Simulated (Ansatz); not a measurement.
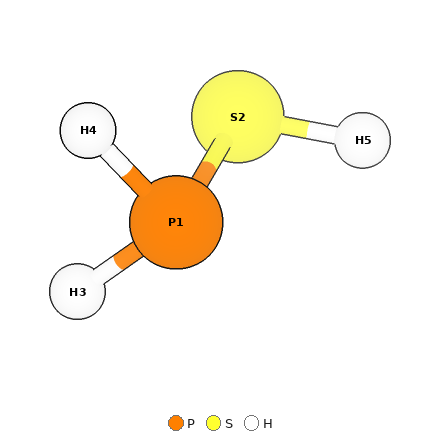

The system is H3PS, SMILES PS; the picture shows the reference structure. 
- The first coordinate is: bond length P1–H4; the second: angle H3–P1–H4.
- Nothing is relaxed (all other coordinates rigid).
- Grid: 15 × 15 points.
- Points are written as (first, second).
- Energies: kcal/mol, counted from the lowest grid point.
- The calculation used RKS SPW92 (LDA)/def2-TZVP (Ansatz).

Its coordinates:

```xyz
5

P    -0.4593   -0.4906    0.4349
S     0.7838    0.9535   -0.4756
H     0.2843   -1.6458    0.0285
H    -1.3819   -0.6379   -0.6511
H     0.8230    1.7471    0.6218
```

Range: bond length P1–H4 from 1.203 to 1.862 Å; angle H3–P1–H4 from 67.1 to 117.1°.

### What landscape does the calculation give?

The lowest grid point is at (1.439 Å, 92.1°). It is the only kind of minimum in the scanned range. The highest grid point, (1.862 Å, 117.1°), lies 31.4 kcal/mol above the lowest. Round the minimum the two coordinates are weakly coupled (coupling 0.06 in units of the two stiffnesses).

| angle H3–P1–H4 ↓, bond length P1–H4 → | 1.203 | 1.250 | 1.297 | 1.345 | 1.392 | 1.439 | 1.486 | 1.533 | 1.580 | 1.627 | 1.674 | 1.721 | 1.768 | 1.815 | 1.862 |
| --- | --- | --- | --- | --- | --- | --- | --- | --- | --- | --- | --- | --- | --- | --- | --- |
| 117.1 | 25.7 | 18.6 | 13.8 | 10.8 | 9.3 | 9.1 | 9.8 | 11.2 | 13.2 | 15.7 | 18.5 | 21.5 | 24.7 | 28.0 | 31.4 |
| 113.5 | 23.5 | 16.3 | 11.4 | 8.4 | 7.0 | 6.7 | 7.4 | 8.9 | 10.9 | 13.3 | 16.1 | 19.2 | 22.4 | 25.7 | 29.1 |
| 109.9 | 21.5 | 14.3 | 9.5 | 6.4 | 5.0 | 4.7 | 5.4 | 6.8 | 8.8 | 11.3 | 14.1 | 17.1 | 20.4 | 23.7 | 27.1 |
| 106.4 | 20.0 | 12.8 | 7.9 | 4.8 | 3.4 | 3.1 | 3.8 | 5.2 | 7.2 | 9.6 | 12.4 | 15.5 | 18.7 | 22.0 | 25.4 |
| 102.8 | 18.7 | 11.5 | 6.6 | 3.5 | 2.0 | 1.8 | 2.4 | 3.8 | 5.8 | 8.2 | 11.0 | 14.0 | 17.3 | 20.6 | 24.0 |
| 99.2 | 17.9 | 10.6 | 5.7 | 2.6 | 1.1 | 0.8 | 1.4 | 2.8 | 4.8 | 7.2 | 9.9 | 13.0 | 16.2 | 19.5 | 22.9 |
| 95.7 | 17.4 | 10.2 | 5.2 | 2.1 | 0.6 | 0.2 | 0.8 | 2.2 | 4.1 | 6.5 | 9.2 | 12.2 | 15.4 | 18.7 | 22.1 |
| 92.1 | 17.4 | 10.1 | 5.1 | 2.0 | 0.4 | 0.0 | 0.6 | 1.9 | 3.8 | 6.2 | 8.9 | 11.8 | 15.0 | 18.3 | 21.6 |
| 88.5 | 17.8 | 10.4 | 5.4 | 2.2 | 0.6 | 0.2 | 0.7 | 2.0 | 3.9 | 6.2 | 8.9 | 11.8 | 14.9 | 18.1 | 21.5 |
| 84.9 | 18.6 | 11.2 | 6.2 | 2.9 | 1.3 | 0.8 | 1.3 | 2.5 | 4.3 | 6.6 | 9.2 | 12.1 | 15.2 | 18.4 | 21.6 |
| 81.4 | 19.8 | 12.4 | 7.3 | 4.0 | 2.3 | 1.8 | 2.2 | 3.4 | 5.2 | 7.4 | 10.0 | 12.8 | 15.8 | 18.9 | 22.2 |
| 77.8 | 21.6 | 14.1 | 9.0 | 5.6 | 3.9 | 3.3 | 3.6 | 4.8 | 6.5 | 8.6 | 11.1 | 13.9 | 16.8 | 19.9 | 23.0 |
| 74.2 | 23.8 | 16.2 | 11.0 | 7.6 | 5.8 | 5.2 | 5.5 | 6.5 | 8.1 | 10.2 | 12.6 | 15.3 | 18.2 | 21.2 | 24.2 |
| 70.7 | 26.4 | 18.8 | 13.5 | 10.1 | 8.2 | 7.4 | 7.7 | 8.6 | 10.2 | 12.2 | 14.5 | 17.1 | 19.9 | 22.8 | 25.8 |
| 67.1 | 29.5 | 21.9 | 16.5 | 13.0 | 11.0 | 10.2 | 10.4 | 11.2 | 12.7 | 14.6 | 16.8 | 19.3 | 22.0 | 24.8 | 27.6 |

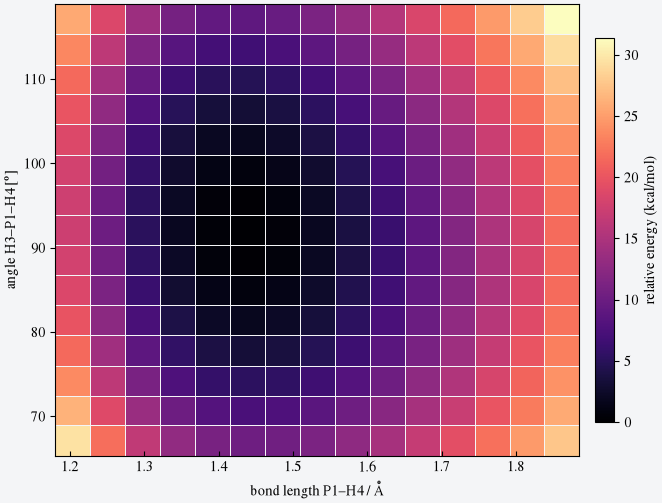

Drawn: one coloured cell a grid point.

Each point was launched as `ansatz run input.yaml --threads 1 --pin off --max-ram 2560MiB --backend cpu --events-out ev --progress --plain --runs-dir out`. The whole map (225 points run) took 3.8 min on 1 thread of Arm Neoverse V1 (shared host).
